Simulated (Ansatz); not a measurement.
```xyz
7

C    -1.8237   -0.3399   -0.6306
Cl   -0.3329    0.8959    1.9059
Cl   -3.2283   -0.7333    2.1990
Si   -1.4610   -0.6536    1.1373
H    -1.4157   -0.9635   -1.4331
H    -2.4487    0.5007   -0.9500
H    -0.7203   -1.9188    1.3538
```

Geometry: PBE0-D3(BJ)/def2-SVP.

Computed with isolated molecule in a Gaussian basis; Kohn-Sham density functional theory, functional PBE0 (Ansatz).

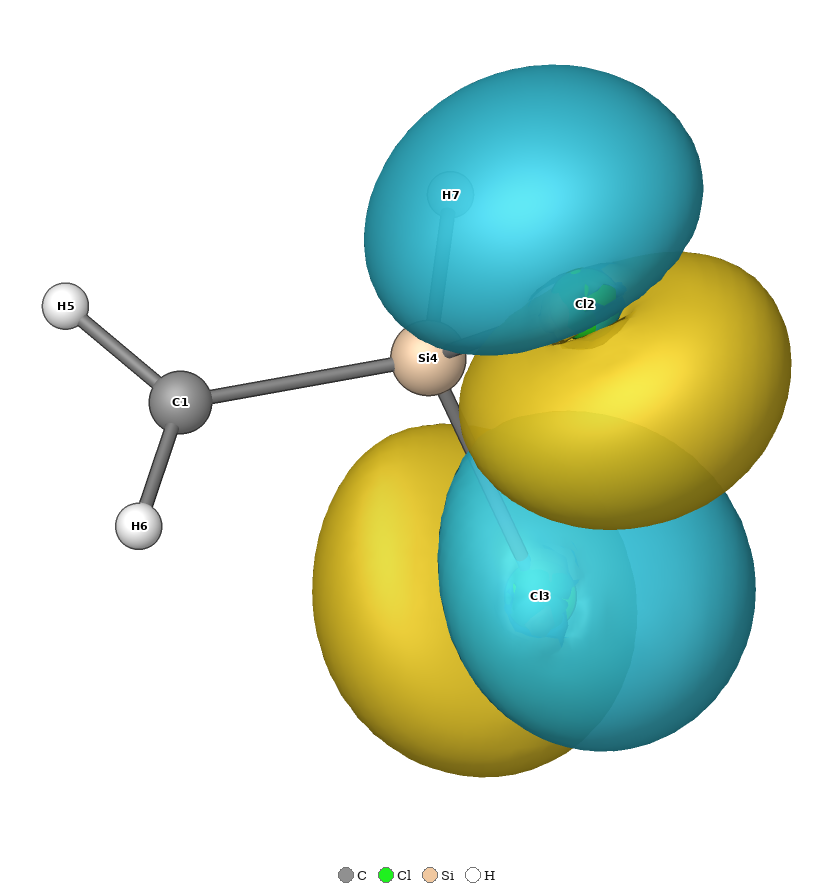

CH3Cl2Si (SMILES [CH2][SiH](Cl)Cl) (doublet). The HOMO−1 (β) at ±0.08 Å⁻³ᐟ² (yellow and cyan are the two phases), seen at a tilt.

> What is the character of this orbital?

It lies mainly on Cl3 (about 45 %) and Cl2 (about 45 %); largely a combination of lone pairs on Cl3 and Cl2. Its energy is −9.23 eV.
